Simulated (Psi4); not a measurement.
**CCSD/def2-TZVPPD run of [NO2]+ (SMILES O=[N+]=O)**

What is the energy change on altering one bond length of [NO2]+ at CCSD/def2-TZVPPD? 

Program for the calculation: Psi4 1.11.

1 further run of the same task is left out (set aside as unsound or not needed).

### 1 Starting point

[NO2]+ has 3 atoms, charge +1, and is taken as a singlet. As SMILES, `O=[N+]=O`. The shape is that of a PBE0-D4/def2-TZVP optimisation.

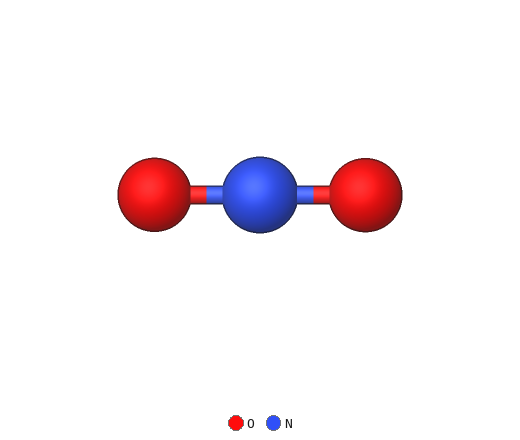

The structure, seen from a chosen angle (oxygen red, nitrogen blue).

### 2 A single-point energy at CCSD/def2-TZVPPD

Input file job.json:

```json
{
  "schema_name": "qcschema_input",
  "schema_version": 1,
  "molecule": {
    "schema_name": "qcschema_molecule",
    "schema_version": 2,
    "symbols": ["O", "N", "O"],
    "geometry": [-1.08277527, 1.75181391, -0.3960488, -1.89e-05, -1.89e-05, 0.0, 1.08279417, -1.75179501, 0.3960488],
    "molecular_charge": 1,
    "molecular_multiplicity": 1,
    "fix_symmetry": "c1"
  },
  "driver": "energy",
  "model": {
    "method": "ccsd",
    "basis": "def2-TZVPPD"
  },
  "keywords": {
    "puream": true,
    "e_convergence": 1e-09,
    "d_convergence": 1e-08,
    "scf_type": "pk",
    "num_frozen_docc": 3
  }
}
```

On the command line:

```console
psi4 --qcschema job.json -n 1 --memory 1600MB
```

stdout:

```text
[...]
  Running in c1 symmetry.
[...]
  Nuclear repulsion =   68.664162361828446
[...]
  Multiplicity = 1
[...]
  Nalpha       = 11
  Nbeta        = 11
[...]
    Number of basis functions: 117
[...]
   @RHF iter   1:  -203.62692213101164    3.45762e-01   5.31538e-03 ADIIS/DIIS
[...]
   @RHF iter  10:  -203.77760843546665   -8.54357e-11   3.87583e-09 DIIS
[...]
    Orbital Energies [Eh]
    ---------------------
    Doubly Occupied:
       1A    -21.104314     2A    -21.104242     3A    -16.309259
       4A     -2.116108     5A     -1.976786     6A     -1.265976
       7A     -1.201603     8A     -1.201603     9A     -1.179003
      10A     -0.923138    11A     -0.923138
[...]
  @RHF Final Energy:  -203.77760843546665
   => Energetics <=
    Nuclear Repulsion Energy =             68.6641623618284456
    One-Electron Energy =                -406.2731969029239281
    Two-Electron Energy =                 133.8314261056288217
    Total Energy =                       -203.7776084354666466
[...]
 Multipole Moments:
 ------------------------------------------------------------------------------------
     Multipole            Electronic (a.u.)      Nuclear  (a.u.)        Total (a.u.)
 ------------------------------------------------------------------------------------
 L = 1.  Multiply by 2.5417464519 to convert [e a0] to [Debye]
 Dipole X            :         -0.0000182            0.0000001           -0.0000181
 Dipole Y            :          0.0000008           -0.0000000            0.0000008
 Dipole Z            :         -0.0000270            0.0000000           -0.0000270
 Magnitude           :                                                    0.0000325
[...]
      * MP2 total energy                      = -204.461374373116826
[...]
      * CCSD total energy                     = -204.429007374324385
[...]
```

The result, in JSON:

```text
{
 "driver": "energy",
 "model": {
  "method": "ccsd",
  "basis": "def2-TZVPPD"
 },
 "success": true,
 "return_result": -204.42900737432439,
 "properties": {
  "calcinfo_nbasis": 117,
  "calcinfo_nmo": 117,
  "calcinfo_nalpha": 11,
  "calcinfo_nbeta": 11,
  "calcinfo_natom": 3,
  "nuclear_repulsion_energy": 68.66416236182845,
  "return_energy": -204.42900737432439,
  "scf_one_electron_energy": -406.2731969029239,
  "scf_two_electron_energy": 133.83142610562882,
  "scf_dipole_moment": [-1.8061810038471543e-05, 8.051220393076076e-07, -2.697851139910057e-05],
  "scf_total_energy": -203.77760843546665,
  "scf_iterations": 10,
  "mp2_same_spin_correlation_energy": -0.18704951986348062,
  "mp2_opposite_spin_correlation_energy": -0.4967164177865,
  "mp2_singles_energy": -1.380801756509675e-23,
  "mp2_doubles_energy": -0.6837659376499806,
  "mp2_correlation_energy": -0.6837659376499806,
  "mp2_total_energy": -204.46137437311683,
  "ccsd_same_spin_correlation_energy": -0.15307383934113383,
  "ccsd_opposite_spin_correlation_energy": -0.4983250995164016,
  "ccsd_singles_energy": 0.0,
  "ccsd_doubles_energy": -0.6513989388575354,
  "ccsd_correlation_energy": -0.6513989388575281,
  "ccsd_total_energy": -204.42900737432439,
  "ccsd_iterations": 16
 }
}
```

Run time: 56 s. Hardware: 1 thread of Intel Xeon Platinum 8259CL at 2.50GHz (Skylake/Cascade Lake), shared host; peak memory 1.5 GiB.

### 3 The distorted shape, same level

Input file no2.dat:

```
memory 1600 MB

molecule {
  1 1
  O     -0.859484     1.390565    -0.314377
  N     -0.000010    -0.000010     0.000000
  O      0.572990    -0.927010     0.209580
  symmetry c1
}

set globals {
  basis def2-TZVPPD
  puream true
  e_convergence 1e-09
  d_convergence 1e-08
  scf_type pk
  num_frozen_docc 3
}

energy("ccsd")
```

On the command line:

```console
psi4 -n 1 no2.dat no2.out
```

no2.out:

```text
[...]
  Running in c1 symmetry.
[...]
  Nuclear repulsion =   56.710993319376783
[...]
  Multiplicity = 1
[...]
  Nalpha       = 11
  Nbeta        = 11
[...]
    Number of basis functions: 117
[...]
   @RHF iter   1:  -203.22153835434057   -3.43081e-01   6.99344e-03 DIIS/ADIIS
[...]
   @RHF iter  13:  -203.63032927986046   -5.31486e-12   4.31890e-09 DIIS
[...]
    Orbital Energies [Eh]
    ---------------------
    Doubly Occupied:
       1A    -21.207633     2A    -20.977562     3A    -16.277303
       4A     -2.106231     5A     -1.595016     6A     -1.339725
       7A     -1.131280     8A     -1.130985     9A     -1.130985
      10A     -0.836089    11A     -0.836089
[...]
  @RHF Final Energy:  -203.63032927986046
   => Energetics <=
    Nuclear Repulsion Energy =             56.7109933193767830
    One-Electron Energy =                -383.5448476612747299
    Two-Electron Energy =                 123.2035250620374853
    Total Energy =                       -203.6303292798604616
[...]
 Multipole Moments:
 ------------------------------------------------------------------------------------
     Multipole            Electronic (a.u.)      Nuclear  (a.u.)        Total (a.u.)
 ------------------------------------------------------------------------------------
 L = 1.  Multiply by 2.5417464519 to convert [e a0] to [Debye]
 Dipole X            :          0.0000024            0.0000001            0.0000025
 Dipole Y            :         -0.0000001           -0.0000000           -0.0000001
 Dipole Z            :         -0.9511991            0.0013724           -0.9498267
 Magnitude           :                                                    0.9498267
[...]
      * MP2 total energy                      = -204.259641252868306
[...]
      * CCSD total energy                     = -204.271336844265079
[...]
```

Run time: 64 s. Hardware: 1 thread of Intel Xeon Platinum 8259CL at 2.50GHz (Skylake/Cascade Lake), shared host; peak memory 1.5 GiB.

### 4 Summary of results

At CCSD/def2-TZVPPD, 3 core orbitals frozen:

| quantity | value |
| --- | --- |
| first shape: total energy | -204.42901 Eh |
| first shape: HOMO energy (Hartree–Fock orbitals) | -25.12 eV |
| first shape: LUMO energy (Hartree–Fock orbitals) | -6.04 eV |
| first shape: HOMO–LUMO gap (Hartree–Fock orbitals) | 19.08 eV |
| first shape: correlation energy (3 core orbitals frozen) | -651.4 mEh |
| first shape: T1 diagnostic | 0.020 |
| distorted shape: total energy | -204.27134 Eh |
| distorted shape: HOMO energy (Hartree–Fock orbitals) | -22.75 eV |
| distorted shape: LUMO energy (Hartree–Fock orbitals) | -8.34 eV |
| distorted shape: HOMO–LUMO gap (Hartree–Fock orbitals) | 14.41 eV |
| distorted shape: correlation energy (3 core orbitals frozen) | -641.0 mEh |
| distorted shape: T1 diagnostic | 0.050 |
| energy change with the O1–N2 bond stretched from 1.110 to 1.665 Å | 4.290 eV |

What this shows: With the O1–N2 bond stretched from 1.110 to 1.665 Å the energy rises by 4.29 eV (414 kJ/mol). The first shape isn't relaxed at this level, so the change isn't measured from a minimum. The T1 diagnostic (first shape) of 0.020 is above the customary mark for such species, so a single reference may not serve. The T1 diagnostic (distorted shape) of 0.050 is above the customary mark for such species, so a single reference may not serve.
